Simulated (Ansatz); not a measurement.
Input

```
crystal:
  lattice:
    - [5.8570418105, 3.3815646659, 2.3745998267]
    - [-5.8570418105, 3.3815646659, 2.3745998267]
    - [0.0, -6.7631293319, 2.3745998266]
  atoms:
    - { symbol: "Y", position: [0.0, 0.0, 0.0] }
    - { symbol: Lu, position: [0.5, 0.5, 0.5] }
    - { symbol: Br, position: [0.4394050067, 0.2547931692, 0.0749905835] }
    - { symbol: Br, position: [0.2547931692, 0.0749905835, 0.4394050067] }
    - { symbol: Br, position: [0.9250094165, 0.5605949933, 0.7452068308] }
    - { symbol: Br, position: [0.7452068308, 0.9250094165, 0.5605949933] }
    - { symbol: Br, position: [0.5605949933, 0.7452068308, 0.9250094165] }
    - { symbol: Br, position: [0.0749905835, 0.4394050067, 0.2547931692] }
kpoints:
  mp_grid: { grid: [6, 6, 6] }
  band_path:
    path:
      - [0.0, 0.0, 0.0]
      - [0.5, 0.0, 0.0]
      - [0.5, -0.5, 0.5]
      - [0.2488519808, -0.7511480192, 0.2488519808]
      - [0.5, -0.5, 0.0]
    npoints: 1
hamiltonian:
  xc: r2scan
  dispersion: rvv10
scf:
  occupations: { method: fermi_dirac, width: 0.03 }
  n_extra_bands: 6
output:
  forces: true
  stress: true
  eigenvalues: true
  write_density: true
  write_potential: true
  elf: true
  volumetric_format: npy
```

Command:

```sh
ansatz run input.yaml --threads 4 --pin off --max-ram 4608MiB --backend cpu --events-out ev --progress --plain --runs-dir out
```

Below, planes, directions and counts refer to the conventional cell (a = 11.71 Å, b = 11.71 Å, c = 7.12 Å, α = 90.00°, β = 90.00°, γ = 120.00°).

Space group R-3; a structure from a database of computed crystals, not necessarily the ambient phase; started from the KCrF6-148 prototype, which need not be the ambient phase.

Computed with Ansatz, DFT, r2SCAN+rVV10, plane waves, PAW.

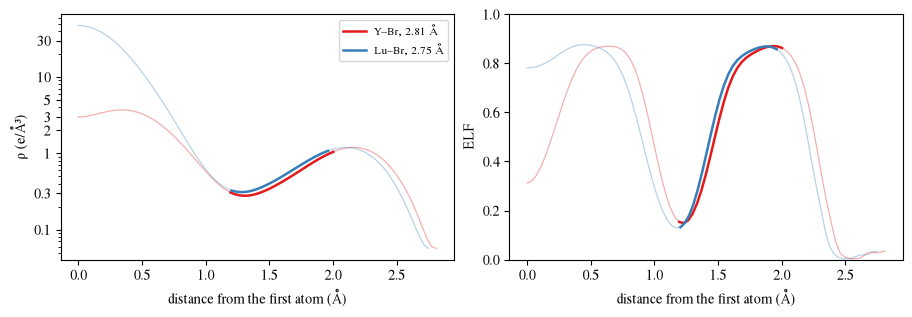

YLuBr₆. Valence pseudo-density and electron localisation function along straight lines between neighbouring atoms. Thin, pale parts lie inside the atomic spheres.

The density is the valence pseudo-density of a PAW calculation; it isn't the true density close to the nuclei.

Compare the contacts.

Answer. Y–Br (2.81 Å): ρ is about 0.3 e/Å³ halfway; the ELF is about 0.35 at the midpoint; a largely ionic contact.
Lu–Br (2.75 Å): the density is about 0.33 e/Å³ at the midpoint; the ELF is about 0.35 at the midpoint.
